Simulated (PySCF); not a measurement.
**C$_{5}$H$_{9}$NO: density, localisation and related maps**

Input

```
{"job": {"kind": "uv", "xc": "PBE0", "basis": "def2-SVPD", "nstates": 6, "ntriplets": 2}, "charge": 0, "multiplicity": 1}
O      1.931553    -1.387887    -0.659442
C      1.469984    -0.089208    -0.375184
C      0.218524    -0.080709     0.509293
C     -0.931133    -0.852101    -0.159569
C     -1.857682     0.260628    -0.555472
N     -1.563580     1.408978    -0.135933
C     -0.352569     1.355665     0.644784
H      2.137754    -1.833473     0.169937
H      2.261173     0.507839     0.102850
H      1.239850     0.357147    -1.345953
H      0.470407    -0.498088     1.487785
H     -0.590534    -1.429705    -1.019661
H     -1.439437    -1.532792     0.526988
H     -2.738807     0.098682    -1.155474
H     -0.603190     1.608854     1.678246
H      0.340089     2.115114     0.275393
```

Launched as:

```sh
OMP_NUM_THREADS=1 python probes_run.py task.json out
```

Geometry: GFN2-xTB.

Theory: PBE0/def2-SVPD, SCF density, gas phase (PySCF).

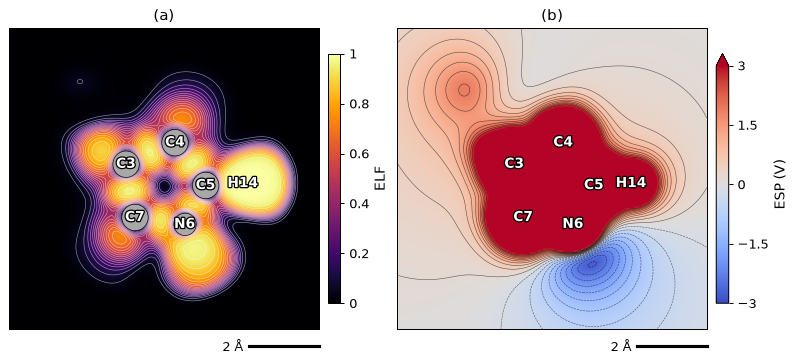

Figure 1. (a) ELF; (b) molecular electrostatic potential on the plane of atoms N6, C5 and H14. Grey discs cover the atomic cores in the ELF map.

> Describe what can be read from this map.

Atoms in the plane: C, N and H.
C–N (1.26 Å): the ELF peaks at about 0.90 between the atoms: a multiple bond.
C–C (1.50 Å): the ELF peaks at about 0.95 between the atoms: a shared electron pair.
C–N (1.44 Å): the ELF peaks at about 0.95 between the atoms; localised, covalent bonding.
C–C (1.55 Å): the ELF peaks at about 0.95 between the atoms (a covalent bond).
C–H (1.08 Å): the ELF climbs to about 1 towards the hydrogen, as it does in any bond to H (a covalent bond by its length).
The ELF also peaks beside N6, away from the bonds: lone-pair regions.
Outside the dense part of the molecule the potential is most negative (−2.7 V) near N6.

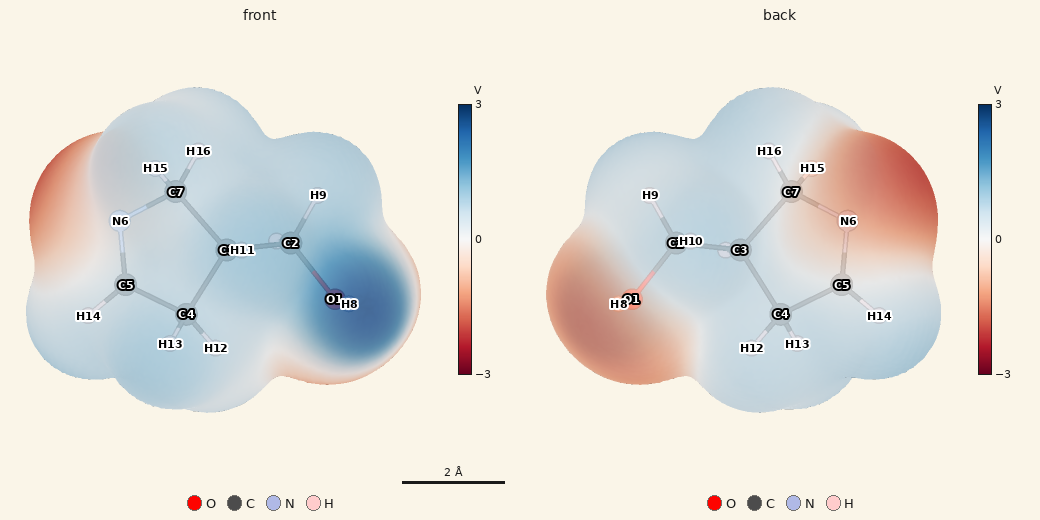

Figure 2. The molecular electrostatic potential painted on the density surface at 0.002 e/bohr³, seen from the front and from behind; red is negative and blue positive.

> Describe the electrostatic potential map.

The most negative region (about −1.9 V) lies over N6, the most positive (about +2.4 V) over H8. N6 is the likeliest acceptor of a hydrogen bond.
